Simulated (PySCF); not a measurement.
# C5H11AlO: what the fields show

```tsv
atom	x (Å)	y (Å)	z (Å)
C	3.8474	-0.6952	0.0423
C	2.5418	-0.0698	0.1513
C	1.4368	0.4301	0.2368
Al	-0.1942	1.5019	0.4438
O	-1.4727	0.1499	0.0525
C	-1.3246	-1.2220	-0.2270
C	-2.8075	0.5969	0.0707
H	4.3015	-0.7884	1.0298
H	4.5007	-0.0891	-0.5868
H	3.7590	-1.6894	-0.3991
H	-0.7288	1.8811	1.8774
H	-0.6255	2.5244	-0.6754
H	-0.2540	-1.4215	-0.2047
H	-1.8319	-1.8286	0.5289
H	-1.7274	-1.4625	-1.2153
H	-3.2799	0.4518	-0.9052
H	-2.7664	1.6621	0.3032
H	-3.3831	0.0749	0.8405
```

Geometry: GFN2-xTB.

Theory: PBE0/pcSseg-1, SCF density, gas phase, non-relativistic (PySCF).

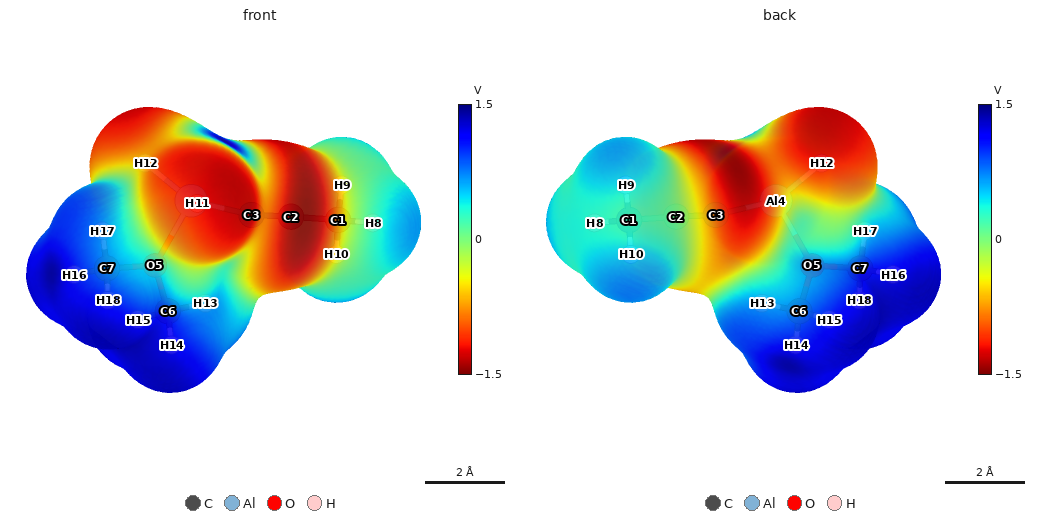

Figure 1. The electrostatic potential painted on the density surface at 0.002 e/bohr³, seen from the front and from behind; the colour scale runs from red (negative) to blue (positive).

Question: Where is the surface potential most negative and most positive?

Answer: The most negative region (about −1.4 V) lies over C2 and C3, the most positive (about +1.4 V) over the Al, C and H atoms.

Question: How polar is the molecule by this calculation?

Answer: Its dipole moment is 4.81 D.

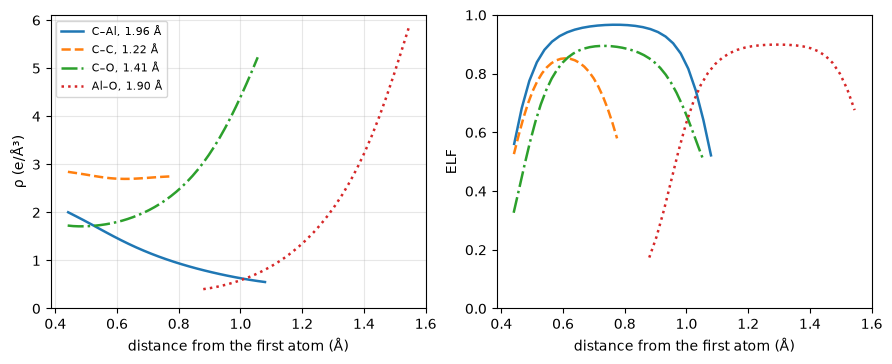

Figure 2. Total electron density and ELF along straight lines between neighbouring atoms. The curves leave out the atomic cores.

Question: What can be read from the curves?

Answer: C–Al (1.96 Å): the density is about 0.65 e/Å³ at the midpoint; the ELF peaks at about 0.95 between the atoms; a polar covalent bond.
C–C (1.22 Å): ρ is about 2.7 e/Å³ halfway; the ELF peaks at about 0.85 between the atoms; a short, multiple covalent bond.
C–O (1.41 Å): the density is about 2 e/Å³ at the midpoint, with its minimum of 1.7 e/Å³ about 0.5 Å from C; the ELF peaks at about 0.90 between the atoms (a polar covalent bond).
Al–O (1.90 Å): the density is about 0.49 e/Å³ at the midpoint; the ELF peaks at about 0.90 in the valence shell of O, 0.6 Å from its nucleus, and is about 0.45 at the midpoint.
